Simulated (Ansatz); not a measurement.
Potential energy curve for SMg, lowest singlet found (which spin is the ground state isn't settled by this scan).

- RCCSD(T) = CCSD(T) on RHF/cc-pVDZ, frozen core in Ansatz (a first-principles code)
- RKS-PBE0 = Ansatz with restricted PBE0/cc-pVDZ
- RKS-PBE = restricted PBE/cc-pVDZ (Ansatz)
- RCCSDT(Q) = CCSDT(Q) on RHF/cc-pVDZ, frozen core run with Ansatz
- UKS-PBE0 = unrestricted PBE0/cc-pVDZ (Ansatz)
- UKS-PBE = Ansatz with unrestricted PBE/cc-pVDZ
- FCI = full CI/cc-pVDZ, frozen core (Ansatz)

Cost and accuracy over the 8 points of the scan, with FCI as yardstick. Costs are rough ratios of core time within Ansatz on shared cores, each with its mean field (Kohn-Sham runs search longer for lower solutions than correlated ones do); the miss is the largest error against full CI of the curve after the mean shift, in kJ/mol.

Question: Which is the cheapest of these levels that stays within 14 kJ/mol of FCI?

Answer: RCCSD(T).

Question: Which of them comes closest to FCI within 10 times the cost of the cheapest?

Answer: RCCSDT(Q), 0.4 kJ/mol off at most.

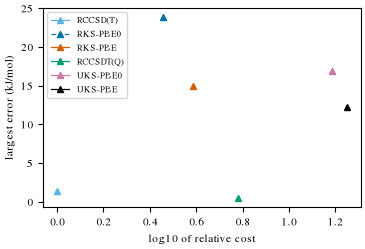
Figure: Miss against cost, one point a level.

```tsv
level	relative cost	largest error
RCCSD(T)	1	1.3
RKS-PBE0	3	23.9
RKS-PBE	4	15.0
RCCSDT(Q)	6	0.4
UKS-PBE0	20	16.9
UKS-PBE	20	12.2
```

Costs within a factor of two of each other count as equal.

The scan ran from 1.78 to 8.30 Å; beyond the distances shown full CI changes its symmetry label. The restricted form behind RKS-PBE0, RKS-PBE keeps the bonding electrons paired and can't separate into open-shell fragments. The unrestricted determinant behind UKS-PBE0 is spin-contaminated at 2.15 to 2.47 Å (<S²> up to 1.0, against 0.00 for a pure singlet). The unrestricted determinant behind UKS-PBE is spin-contaminated at 2.15 to 2.47 Å (<S²> up to 0.5, against 0.00 for a pure singlet). Also computed but left out beside FCI, since their determinant holds another spin at the minimum (<S²> over 0.7 above the pure value): UHF, UMP2, UCCSD, UCCSD(T), UCCSDT, UCCSDT(Q), UHF/6-31G*.
